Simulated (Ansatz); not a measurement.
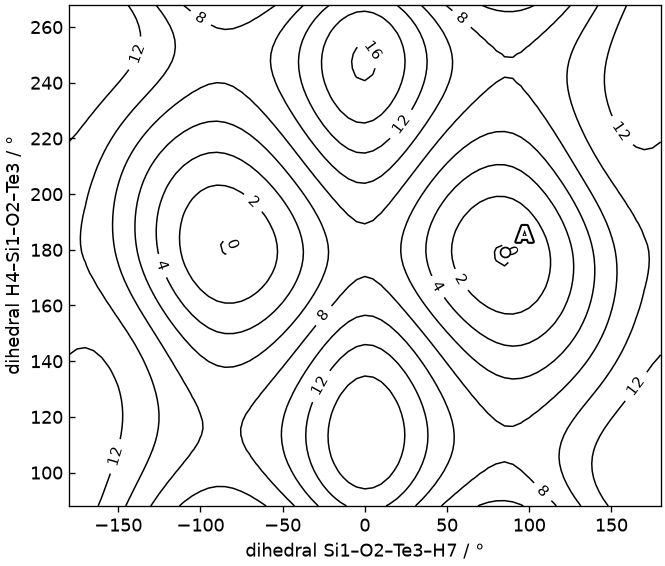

H₄OSiTe, SMILES [SiH3]O[TeH]. Coordinates scanned: (1) dihedral Si1–O2–Te3–H7; (2) dihedral H4–Si1–O2–Te3. Nothing is relaxed (all other coordinates rigid). The grid has 8 × 7 points. All energies are given in kJ/mol relative to the lowest grid point. Theory: Ansatz, RHF-MP2, frozen core/def2-TZVP.

The picture shows contour lines labelled in kJ/mol (none above 16), the point A. Between grid points the surface is interpolated.

> Find the lowest pass out of the well at A.

The easiest path leads from the well at dihedral Si1–O2–Te3–H7 = 90°, dihedral H4–Si1–O2–Te3 = 178° to a well of about the same depth at dihedral Si1–O2–Te3–H7 = −90°, dihedral H4–Si1–O2–Te3 = 178°. Its highest point lies about 7.6 kJ/mol above the bottom of the first well on the interpolated surface, at dihedral Si1–O2–Te3–H7 = 0°, dihedral H4–Si1–O2–Te3 = 178°. The start is the relaxed structure and all else is held, so a fully relaxed path at this level can only be lower.

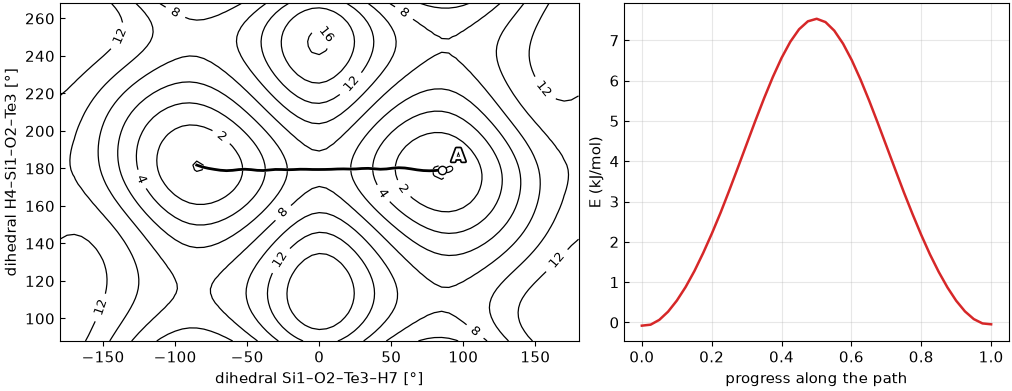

Drawn: contour lines labelled in kJ/mol (none above 16), a line along the lowest path, the energy along the path at the right. Between grid points the surface is interpolated.
